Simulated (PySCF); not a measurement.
Potential energy curve for CH, doublet.

ROKS-wB97X-V = restricted open-shell wB97X-V/cc-pVDZ in PySCF; UKS-wB97X-V = PySCF with unrestricted wB97X-V/cc-pVDZ; UKS-PBE = unrestricted PBE/cc-pVDZ (PySCF 2.14.0); UHF/cc-pVDZ (PySCF).

Energies are in kJ/mol, each relative to the lowest point of its own curve near equilibrium.

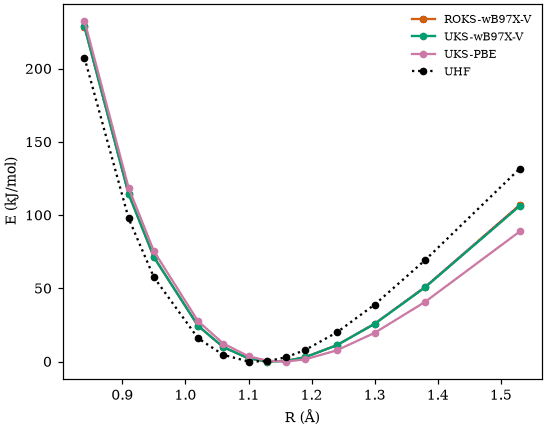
Fig. 1. Energy against bond length for each method.

```
R / Å  ROKS-wB97X-V  UKS-wB97X-V  UKS-PBE    UHF
-----  ------------  -----------  -------  -----
0.84          228.6        228.8    232.7  207.5
0.91          114.2        114.4    118.6   97.7
0.95           71.2         71.4     75.4   57.6
1.02           24.3         24.4     27.6   15.9
1.06            9.8          9.9     12.3    4.5
1.10            2.1          2.2      3.6    0.0
1.13            0.0          0.0      0.6    0.2
1.16            0.4          0.4      0.0    3.0
1.19            3.0          3.0      1.5    7.9
1.24           11.2         11.1      7.7   19.9
1.30           25.9         25.7     19.6   38.9
1.38           50.9         50.7     40.8   69.3
1.53          106.9        106.3     88.8  131.8
```

At the longest distance, 1.53 Å, UHF lies highest above its minimum (131.8 kJ/mol) and UKS-PBE lowest (88.8 kJ/mol).

The scan ran from 0.84 to 4.49 Å; beyond the distances shown one of the unrestricted levels run for this scan, shown here or not, changes its spin distribution in one step. The unrestricted determinant behind UKS-PBE is spin-contaminated at 0.84 to 1.13 Å (<S²> up to 1.0, against 0.75 for a pure doublet). The unrestricted determinant behind UHF is spin-contaminated at 0.84 to 1.53 Å (<S²> up to 1.2, against 0.75 for a pure doublet).
